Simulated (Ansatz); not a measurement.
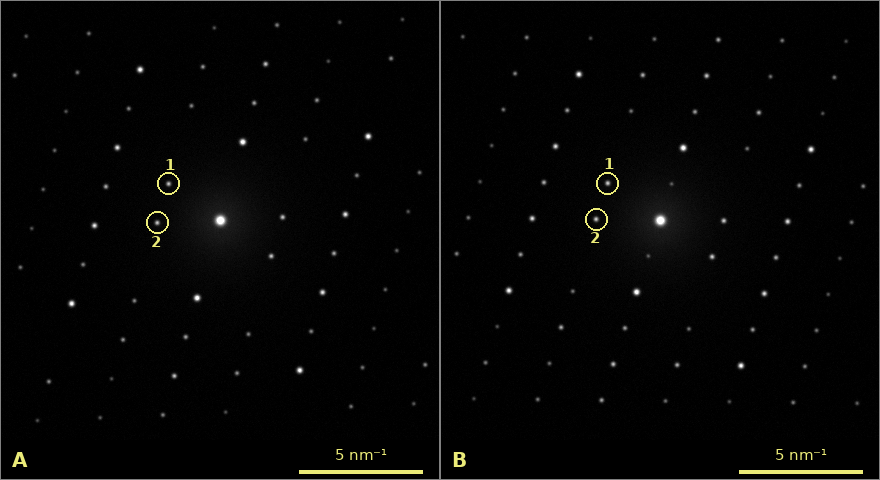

Kinematic electron diffraction patterns (300 kV, B = 0.5 Å², same scale) along [111] of the run's own cell, for the start and the end of one relaxation of Mg3Br with Ansatz 0.2.0, DFT PBE, scalar-relativistic, plane waves, PAW. k mesh 6×6×8. The start is a generated model structure, and the relaxation ends in the nearest stationary point of its symmetry, not necessarily the ground state. Spot 1 is -1 0 1 and spot 2 is 0 -1 1 in both.

Start structure:

```yaml
crystal:
  lattice:
    - [6.95917, 0.00000, 0.00000]
    - [-3.47959, 6.02682, 0.00000]
    - [0.00000, 0.00000, 5.11434]
  atoms:
    - { symbol: Mg, position: [0.84443, 0.68886, 0.25000] }
    - { symbol: Mg, position: [0.15557, 0.84443, 0.75000] }
    - { symbol: Mg, position: [0.31114, 0.15557, 0.25000] }
    - { symbol: Mg, position: [0.15557, 0.31114, 0.75000] }
    - { symbol: Mg, position: [0.84443, 0.15557, 0.25000] }
    - { symbol: Mg, position: [0.68886, 0.84443, 0.75000] }
    - { symbol: Br, position: [0.33333, 0.66667, 0.25000] }
    - { symbol: Br, position: [0.66667, 0.33333, 0.75000] }
```

> Which pattern belongs to the start structure, and which to the relaxed one?

A is the start: its cell gives d(1) = 3.900 Å, d(2) = 3.900 Å and an angle of 37.8°. B is the relaxed structure, with d(1) = 3.833 Å (-1.7 %), d(2) = 3.833 Å (-1.7 %) and 34.5°.

> Name reflections whose intensity changes strongly on relaxation.

3 -4 1 goes from 8 to 14 % of the strongest spot.

> What did the relaxation do to the structure and the energy?

The volume changed by +7.1 % to 28.71 Å³ an atom; with the mean shift removed, the atoms moved by up to 0.12 Å relative to the cell (Mg most); the space group stayed P6_3/mmc (No. 194); the free energy fell by 13 meV an atom. Relaxed cell: a = 7.463 Å, b = 7.463 Å, c = 4.761 Å, α = 90.00°, β = 90.00°, γ = 120.00°.
